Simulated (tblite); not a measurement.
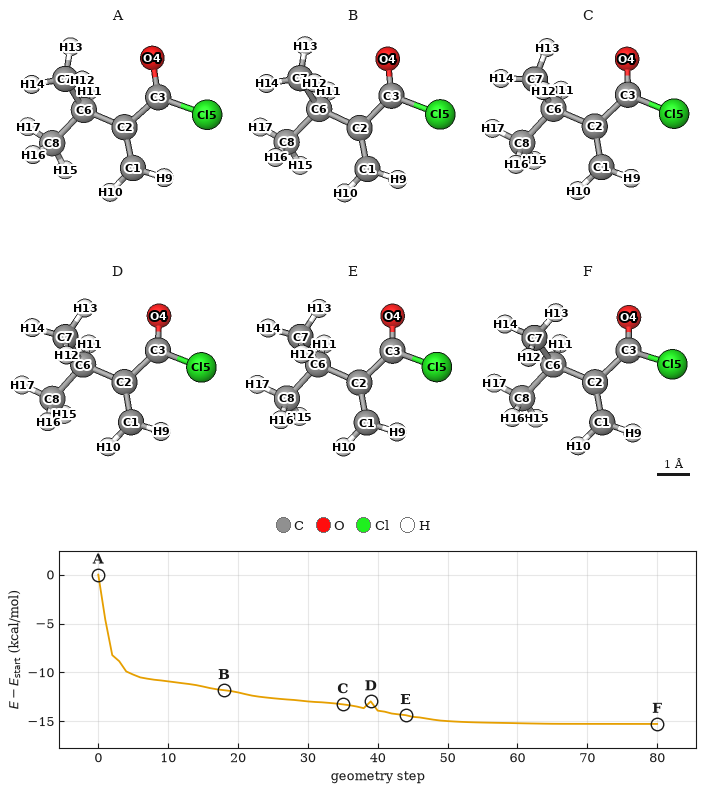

Frames of a relaxation of C₆H₉ClO, marked on the history of the run. Style: ball-and-stick. Shown at a tilt.

Level of theory: tblite 0.8.0, GFN2-xTB geometry optimisation, gas phase. 

Question: What happens along the run?

Answer: The largest moves after the best rigid fit, 1.01 Å, are those of H12 and H13. Largest moves by element: H 1.01 Å, O 0.88 Å, C 0.36 Å, Cl 0.27 Å. Near-neighbour distances that change, for instance: C3–O4 1.263 → 1.189 Å, C8–H17 1.136 → 1.087 Å, C6–H11 1.128 → 1.096 Å, C3–Cl5 1.747 → 1.777 Å. Bond angles that change, for instance: C2–C3–Cl5 121.4° → 114.4°, C2–C3–O4 121.3° → 127.2°, H16–C8–H17 102.2° → 108.0°. Groups turn about C6–C7 by about 50°, C2–C3 by about 20°. The energy falls by 15.3 kcal/mol in 80 geometry steps. From step 0 to 18: H16 moves most (0.26 Å), energy −11.8 kcal/mol. From step 18 to 35: O4 moves most (0.33 Å), energy −1.45 kcal/mol. From step 35 to 39: H13 moves most (0.39 Å), energy +0.30 kcal/mol. From step 39 to 44: H atoms move most (0.09 Å), energy −1.41 kcal/mol. From step 44 to 80: H12 moves most (0.29 Å), energy −0.90 kcal/mol.
